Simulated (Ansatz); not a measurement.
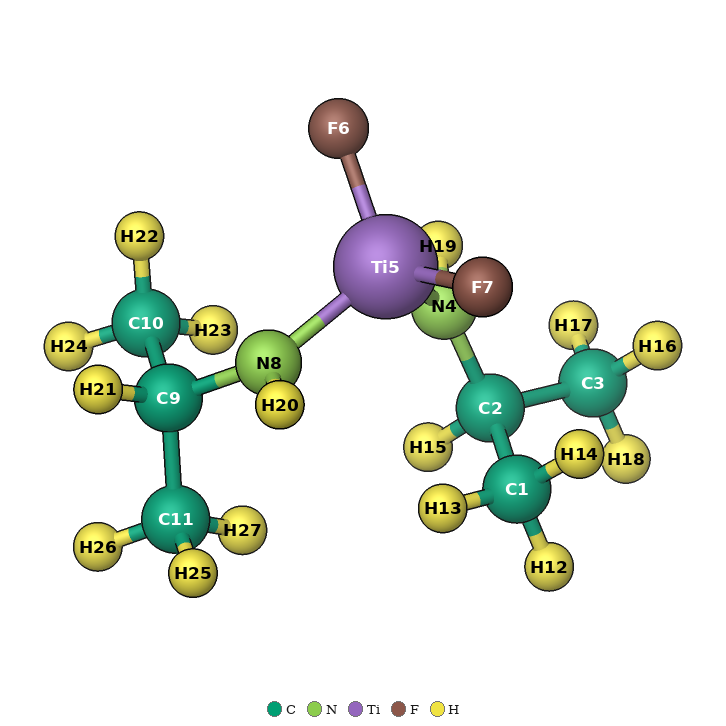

Numbered structure. Charge 0, singlet. The computed structure is the end point of a PBE0-D4/def2-TZVP optimisation. No frequency run is at hand to confirm it as a minimum.

List the bonds and their lengths. Leave out bonds to hydrogen.

```
  bond  length (Å)
 C1–C2       1.518
 C2–C3       1.521
 C2–N4       1.452
N4–Ti5       1.874
Ti5–F6       1.774
Ti5–F7       1.774
Ti5–N8       1.874
 N8–C9       1.452
C9–C10       1.518
C9–C11       1.523
```
